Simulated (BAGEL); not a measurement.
# A workflow on [CF3]+ (SMILES F[C+](F)F)

Aim: the energy (HF/cc-pVDZ), then a single-point energy (NEVPT2(2,2)/cc-pVDZ), then the energy (CASPT2(2,2)/cc-pVDZ) of [CF3]+. 

Program for the calculation: BAGEL 1.2.2.

1 further run of the same task is left out (set aside as unsound or not needed).

## 1. Starting point

[CF3]+: 4 atoms, total charge +1, spin state singlet. SMILES: `F[C+](F)F`. The C2–F4 distance was set to 2.336 Å, away from the relaxed value. At this shape a bond of the SMILES string is far longer than usual.

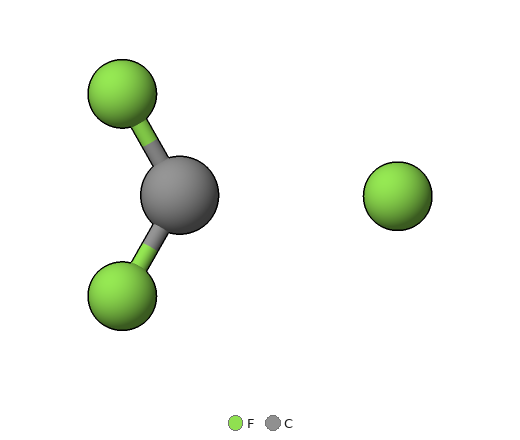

The structure, seen from a chosen angle (fluorine green, carbon grey).

## 2. A single-point energy at HF/cc-pVDZ (density fitting with svp-jkfit) (run 1)

calc.json reads:

```json
{ "bagel": [

{
  "title": "molecule",
  "basis": "cc-pvdz.json",
  "df_basis": "svp-jkfit",
  "geometry": [
    { "atom": "F", "xyz": [     1.47152595,    -2.06694653,     2.86253824 ] },
    { "atom": "C", "xyz": [     0.15136328,    -1.85038392,     0.96260759 ] },
    { "atom": "F", "xyz": [    -1.00042479,    -3.68984333,     0.13226193 ] },
    { "atom": "F", "xyz": [    -0.16818563,     2.05602202,    -1.06958499 ] }
  ]
},

{
  "title": "hf",
  "charge": 1
},

{
  "title": "print",
  "file": "orbitals.molden",
  "orbitals": true
}

]}
```

The basis set cc-pVDZ is read from a file made from the Basis Set Exchange's data (not shown).

Command:

```sh
BAGEL_NUM_THREADS=1 BAGEL calc.json > calc.out
```

What it wrote:

```text
* using 1 threads per process

  ===============================================================
  ===============================================================

  *** Geometry ***

  { "atom" : "F", "xyz" : [      1.471526,     -2.066947,      2.862538 ] },
  { "atom" : "C", "xyz" : [      0.151363,     -1.850384,      0.962608 ] },
  { "atom" : "F", "xyz" : [     -1.000425,     -3.689843,      0.132262 ] },
  { "atom" : "F", "xyz" : [     -0.168186,      2.056022,     -1.069585 ] },

  Number of auxiliary basis functions:      306

  Since a DF basis is specified, we compute 2- and 3-index integrals:
    o Being stored without compression. Storage requirement is 0.008 GB

  Number of basis functions:       56
  Number of electrons      :       33

    * METHOD: MOLECULE                             0.07

  *** RHF ***

  === Nuclear Repulsion ===
   106.1583976733

      * DIIS with orbital gradients will be used.

  === RHF iteration (cc-pvdz.json) ===
      0       -334.92380840          0.03498185           0.02
      1       -330.75770401          0.07645318           0.02
      2       -335.21100788          0.01994881           0.02
[... 16 lines of this table left out ...]
     19       -335.52487283          0.00000001           0.01
    * SCF iteration converged.

    * Permanent dipole moment:
           (   -0.025329,     0.309782,    -0.161198) a.u.

    * METHOD: HF                                   0.35

    * METHOD: PRINT                                0.01

  ===============================================================
```

Run time: 0.56 s. Hardware: 1 thread of Arm Neoverse V1, shared host; peak memory 0.14 GiB.

## 3. A single-point energy at NEVPT2(2,2)/cc-pVDZ (density fitting with svp-jkfit) (run 2)

input.json reads:

```json
{ "bagel": [

{
  "title": "molecule",
  "basis": "cc-pvdz.json",
  "df_basis": "svp-jkfit",
  "angstrom": false,
  "geometry": [
    { "atom": "F", "xyz": [  1.47152595, -2.06694653,  2.86253824 ] },
    { "atom": "C", "xyz": [  0.15136328, -1.85038392,  0.96260759 ] },
    { "atom": "F", "xyz": [ -1.00042479, -3.68984333,  0.13226193 ] },
    { "atom": "F", "xyz": [ -0.16818563,  2.05602202, -1.06958499 ] }
  ]
},
{ "title": "hf", "charge": 1 },
{ "title": "casscf", "nstate": 1, "nact": 2, "nclosed": 15, "charge": 1, "active": [16, 17], "maxiter": 200, "natocc": true },
{
  "title": "nevpt2",
  "nstate": 1,
  "nact": 2,
  "nclosed": 15,
  "charge": 1,
  "active": [16, 17],
  "maxiter": 200,
  "natocc": true,
  "ncore": 4
},
{ "title": "print", "file": "orbitals.molden", "orbitals": true }

]}
```

The basis set cc-pVDZ is read from a file made from the Basis Set Exchange's data (not shown).

Command:

```sh
BAGEL_NUM_THREADS=1 BAGEL input.json > input.out
```

What it wrote:

```text
* using 1 threads per process

  ===============================================================
  ===============================================================

  *** Geometry ***

  { "atom" : "F", "xyz" : [      1.471526,     -2.066947,      2.862538 ] },
  { "atom" : "C", "xyz" : [      0.151363,     -1.850384,      0.962608 ] },
  { "atom" : "F", "xyz" : [     -1.000425,     -3.689843,      0.132262 ] },
  { "atom" : "F", "xyz" : [     -0.168186,      2.056022,     -1.069585 ] },

[... 23 lines left out ...]
    * SCF iteration converged.
[... 1 line left out ...]
    * Permanent dipole moment:
[... 27 lines left out ...]
    * Second-order optimization converged. *
[... 9 lines left out ...]
     * ci vector, state   0, <S^2> = 0.0000
[... 3 lines left out ...]
    * METHOD: CASSCF                               0.60

    * freezing 4 orbitals

  === DF-NEVPT2 calculation ===

    * 3-index integral transformation done
    * assembly done

      NEVPT2 correlation energy:   -0.6184771252      0.07

          (+0)     -0.5072961616
          (+0)'    -0.0185107556
          (+1)     -0.0334497395
          (+1)'    -0.0000000000
          (+2)     -0.0005556710
          (-1)     -0.0581051661
          (-1)'     0.0000000000
          (-2)     -0.0005596314

      NEVPT2 total energy:       -336.2931635231

    * METHOD: NEVPT2                               0.10

    * METHOD: PRINT                                0.01

  ===============================================================
```

Wall time 1.3 s (1 thread of Arm Neoverse V1, shared host); peak memory 0.14 GiB.

## 4. A single-point energy at CASPT2(2,2)/cc-pVDZ (density fitting with svp-jkfit) (run 3)

input.json reads:

```json
{ "bagel": [

{
  "title": "molecule",
  "basis": "cc-pvdz.json",
  "df_basis": "svp-jkfit",
  "geometry": [
    { "atom": "F", "xyz": [     1.47152595,    -2.06694653,     2.86253824 ] },
    { "atom": "C", "xyz": [     0.15136328,    -1.85038392,     0.96260759 ] },
    { "atom": "F", "xyz": [    -1.00042479,    -3.68984333,     0.13226193 ] },
    { "atom": "F", "xyz": [    -0.16818563,     2.05602202,    -1.06958499 ] }
  ]
},

{
  "title": "hf",
  "charge": 1
},

{
  "title": "casscf",
  "nstate": 1,
  "nact": 2,
  "nclosed": 15,
  "charge": 1,
  "active": [16, 17],
  "maxiter": 200,
  "natocc": true
},

{
  "title": "print",
  "file": "orbitals.molden",
  "orbitals": true
},

{
  "title": "smith",
  "method": "caspt2",
  "ms": true,
  "xms": true,
  "sssr": true,
  "shift": 0.2,
  "shift_imag": true,
  "ncore": 4
}

]}
```

The basis set cc-pVDZ is read from a file made from the Basis Set Exchange's data (not shown).

Command:

```sh
BAGEL_NUM_THREADS=1 BAGEL input.json > input.out
```

What it wrote:

```text
* using 1 threads per process

  ===============================================================
  ===============================================================

  *** Geometry ***

  { "atom" : "F", "xyz" : [      1.471526,     -2.066947,      2.862538 ] },
  { "atom" : "C", "xyz" : [      0.151363,     -1.850384,      0.962608 ] },
  { "atom" : "F", "xyz" : [     -1.000425,     -3.689843,      0.132262 ] },
  { "atom" : "F", "xyz" : [     -0.168186,      2.056022,     -1.069585 ] },

[... 25 lines left out ...]
    * Permanent dipole moment:
[... 37 lines left out ...]
     * ci vector, state   0, <S^2> = 0.0000
[... 21 lines left out ...]
       #      aibj      arbs      arbi      airj      risj      airs      arst      rist         Etot      error   time
[... 8 lines left out ...]
      ------------------------------------------------------------------------------------------------------------------

    * CASPT2 energy : state  0     -336.3040704004
        w/o shift correction       -336.3024032561
        reference weight              0.8756404351

    * METHOD: SMITH                                0.26

  ===============================================================
```

Wall time 1.4 s (1 thread of Arm Neoverse V1, shared host); peak memory 0.14 GiB.

## 5. Summary of results

```
                                quantity          value
         run 1, HF/cc-pVDZ: total energy  -335.52487 Eh
          run 1, HF/cc-pVDZ: HOMO energy      -21.62 eV
          run 1, HF/cc-pVDZ: LUMO energy      -10.91 eV
        run 1, HF/cc-pVDZ: HOMO–LUMO gap       10.71 eV
run 2, NEVPT2(2,2)/cc-pVDZ: total energy  -336.29316 Eh
run 3, CASPT2(2,2)/cc-pVDZ: total energy  -336.30407 Eh
```
